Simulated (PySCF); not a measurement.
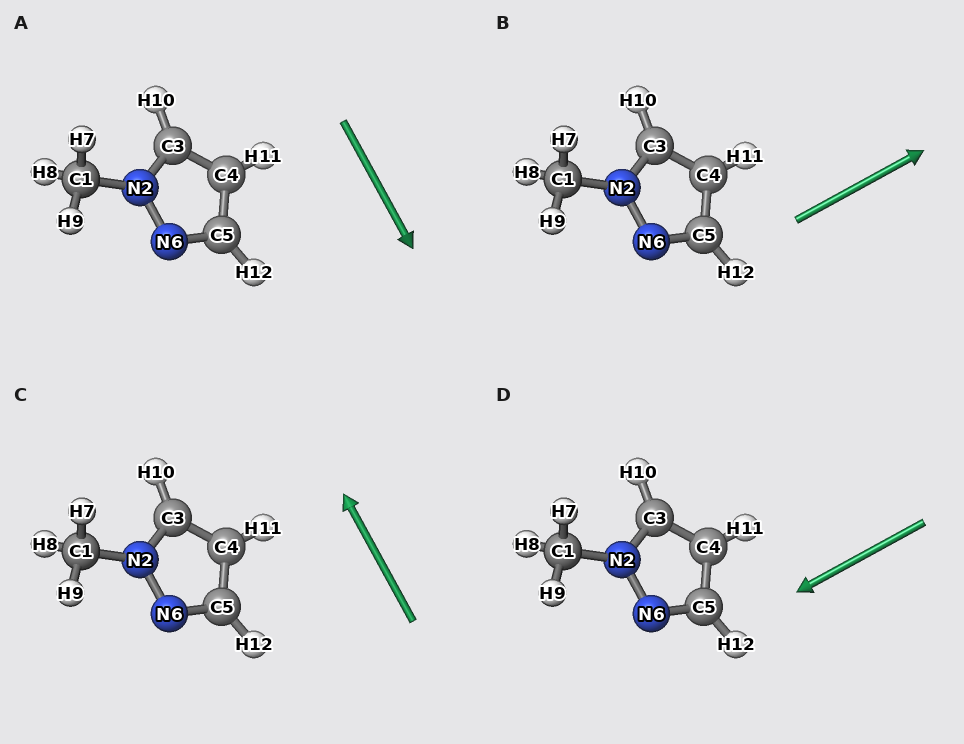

The same molecule four times, each with an arrow. Computed geometry: GFN2-xTB optimisation. No frequency run is at hand to confirm it as a minimum. Properties computed with PBE0/def2-SVPD, gas phase (PySCF 2.14.0).

Which arrow points along the dipole moment, from the negative to the positive end?

C. The dipole moment is 2.32 D; it points from the side of H12 to the side of H7, H10 (the outermost atoms at the two ends).
